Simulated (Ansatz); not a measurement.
Relaxed GaSb (zinc blende):

```
CELL_PARAMETERS angstrom
      0.00000     6.13244     6.13244
      3.06622     0.00000     3.06622
      3.06622     3.06622     0.00000
ATOMIC_POSITIONS crystal
  Sb 0.37500 0.75000 0.75000
  Sb 0.87500 0.75000 0.75000
  Ga 0.00000 0.00000 0.00000
  Ga 0.50000 0.00000 0.00000
```

Scan: atom 2 (Sb, nearest neighbour Ga at 2.655 Å; its periodic images, 4.3 Å or more away, move with it) is displaced towards the nearest neighbour, direction (-0.577, -0.577, 0.577) in Cartesian axes, by s. The other atoms stay.

Computed with r2SCAN (plane waves to 500 eV, PAW, scalar-relativistic; Ansatz, a program for electronic structure). k mesh 11×11×11 (Γ-centred), Fermi-Dirac smearing 0.05 eV. The energy includes the smearing's −TS. GaSb was relaxed with its symmetry unable to fall. Spin-orbit coupling is left out, though Sb is heavy. The zero of ΔE is the undisplaced structure.

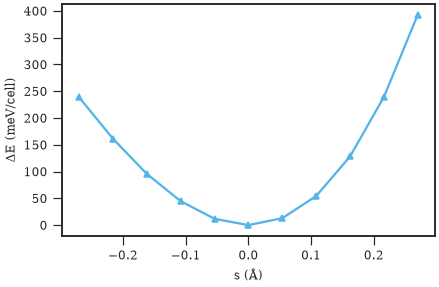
Figure: ΔE (meV/cell) against s (Å); markers are the computed points, lines only join them.

The force along the line at s = -0.270 Å is 1.52 eV/Å. The force constant k = d²E/ds² at s = 0 (finite differences) is 8.45 eV/Å². The energy at s = 0.270 Å comes out as 393 meV/cell. Shape of the curve: a single well with its minimum at or next to zero displacement. Harmonic estimate at the end of the scan: ½ks² = 308 meV/cell against the computed 393 meV/cell, so the well is stiffer than harmonic there.

The forces along the line at the two nearest points give (0.425 − (-0.490)) / (2·0.054) = 8.47 eV/Å²; the next pair corrects for the finite step.

(For displaced atoms, the force is minus the slope of the energy, and its curvature is a force constant, which sets phonon frequencies.)
